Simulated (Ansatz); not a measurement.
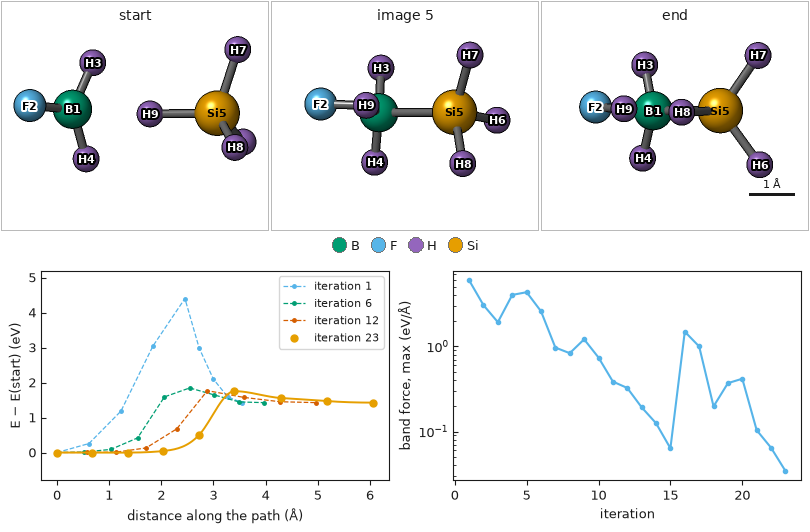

NEB run on BSiH$_{6}$F, made up at the start of BH2F and SiH4. Images are numbered from 0 (start) to 8 (end). The plot follows the band through its iterations. Style: ball-and-stick. Shown at a tilt.

All numbers below come from RKS PBE/def2-SVP in Ansatz 0.2.0. Run with 7 movable images; climbing image; force threshold 0.05 eV/Å; iteration limit 60; starting path through a guess of the saddle point.

> Judge this run.

The result is final at these settings. The band converged in 23 iterations. The largest component of the band force went from 6 to 0.034 eV/Å. The climbing image converged on the top of the path. Its vibrational analysis gives one imaginary mode (710i cm⁻¹), as a transition state must have. The first iteration put the highest image at 4.40 eV. The energy climbs by 1.75 eV to image 5 and then falls by 0.33 eV, so the end point sits at +1.43 eV. Image 1 lies below both ends, at 0.00 eV, which points to an intermediate minimum that so few images don't resolve.

Limits of the set-up: the start holds two separate molecules, 2.3 Å apart at their closest, whose relative position is a soft coordinate and is computed without a dispersion correction.
